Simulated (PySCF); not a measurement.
SMILES c1ccc(-c2cccs2)cc1 at its GFN2-xTB optimised geometry (Å):

```
19

C     -1.5570    -3.0243     0.0000
C     -2.2392    -1.8187     0.0000
C     -1.5483    -0.6231     0.0000
C     -0.1509    -0.6083     0.0000
C      0.5859     0.6397     0.0000
C      0.1114     1.9244     0.0000
C      1.1269     2.9004     0.0000
C      2.3720     2.3594     0.0000
S      2.3293     0.6444     0.0000
C      0.5230    -1.8314     0.0000
C     -0.1718    -3.0243     0.0000
H     -2.1013    -3.9568     0.0000
H     -3.3196    -1.8102     0.0000
H     -2.0969     0.3058     0.0000
H     -0.9337     2.1754     0.0000
H      0.9364     3.9590     0.0000
H      3.3196     2.8605     0.0000
H      1.6037    -1.8378     0.0000
H      0.3695    -3.9590     0.0000
```

Calculation: PySCF with CAM-B3LYP/def2-SVP. Cells within 0.4 Å of a nucleus heavier than hydrogen are left out (blank, or x).

Map of the Laplacian of the electron density (e/bohr⁵), clipped to [-1.50, 1.50] on the plane z = 0.0 Å:

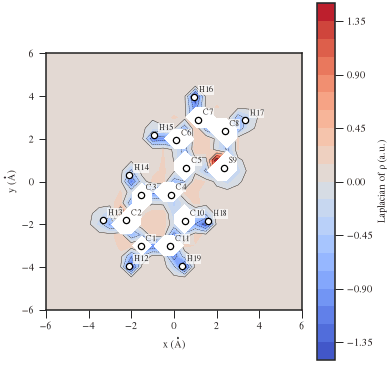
Fig. 1. Laplacian of the electron density (e/bohr⁵), clipped to [-1.50, 1.50] on the plane z = 0.0 Å.
